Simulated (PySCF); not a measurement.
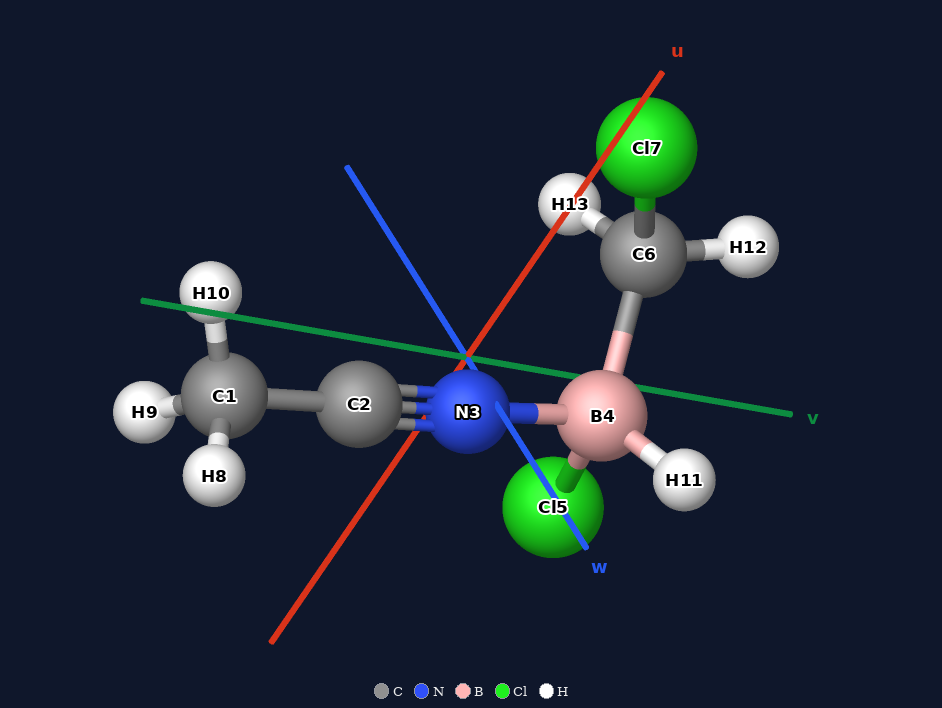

The lines u, v and w are the principal axes of the static dipole polarisability. Computed geometry: GFN2-xTB optimisation. No frequency run is at hand to confirm it as a minimum. Method: PBE0/def2-SVPD (PySCF 2.14.0).

Along which axis is the molecule most polarisable, and along which least?

Answer. Most along v, least along w.

Give the three principal values.

Answer. u 92.4, v 108.4, w 68.4 bohr³; mean 89.8, anisotropy 34.8 bohr³.

The geometry is semi-empirical. Around B such bond lengths and angles can be off by a tenth of an ångström or more and by several degrees, and values that hang on the shape move with them.
